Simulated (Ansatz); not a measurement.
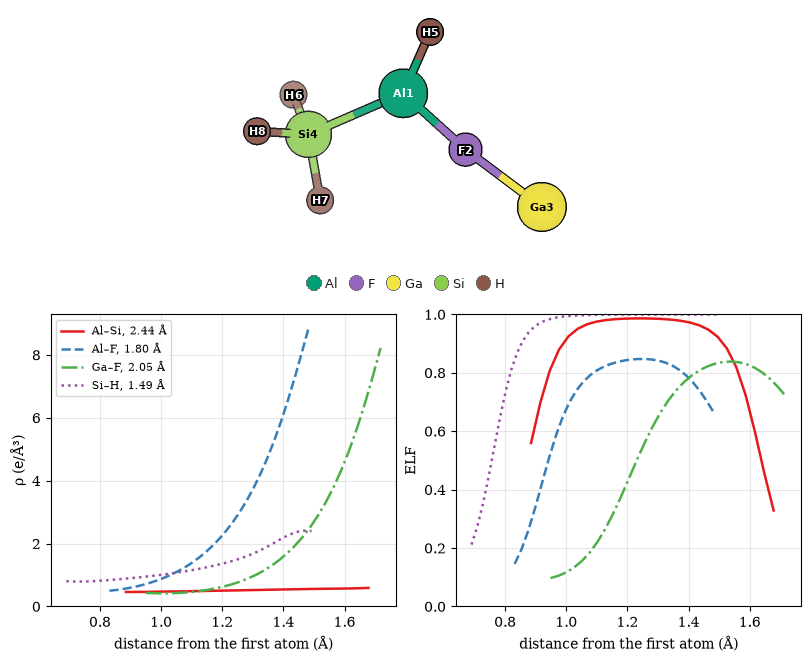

Figure. AlFGaH4Si (charge +1). Electron density and electron localisation function along straight lines between neighbouring atoms. The curves leave out the atomic cores. The structure is drawn too.

Geometry: r2SCAN-D4/def2-SVP.

The calculation used Ansatz 0.2.0, isolated molecule in a Gaussian basis; Kohn-Sham density functional theory, functional PBE0.

Input

```
crystal:
  periodic: [false, false, false]
  atoms:
    - {symbol: Al, position_ang: [0.101396, -0.280429, 2.395609]}
    - {symbol: F, position_ang: [-0.866716, 1.128026, 2.950158]}
    - {symbol: Ga, position_ang: [-2.029486, 2.618615, 3.745415]}
    - {symbol: Si, position_ang: [1.301548, 0.142308, 0.312984]}
    - {symbol: H, position_ang: [-0.130645, -1.404492, 3.470055]}
    - {symbol: H, position_ang: [0.853322, -0.864657, -0.692264]}
    - {symbol: H, position_ang: [0.982873, 1.525982, -0.145949]}
    - {symbol: H, position_ang: [2.761694, -0.000783, 0.583815]}
basis:
  gaussian:
    orbitals: def2-TZVPD
total_charge: 1
hamiltonian:
  xc: {name: PBE0}
output:
  forces: true
  orbitals: {seedname: orbitals}
```

Launched as:

```sh
ansatz run input.yaml --threads 2 --pin off --max-ram 4350MiB --events-out events.jsonl --progress --plain --runs-dir runs
```

> What can be read from the curves?

Al–Si (2.44 Å): the density is about 0.51 e/Å³ at the midpoint; the ELF peaks at about 1 between the atoms (localised, covalent bonding).
Al–F (1.80 Å): ρ at the midpoint is about 0.59 e/Å³; the ELF peaks at about 0.85 in the valence shell of F, 0.5 Å from its nucleus, and is about 0.35 at the midpoint.
Ga–F (2.05 Å): ρ at the midpoint is about 0.42 e/Å³; the ELF is about 0.15 at the midpoint.
Si–H (1.49 Å): ρ is about 0.79 e/Å³ halfway; the ELF climbs to about 1 towards the hydrogen, as it does in any bond to H.
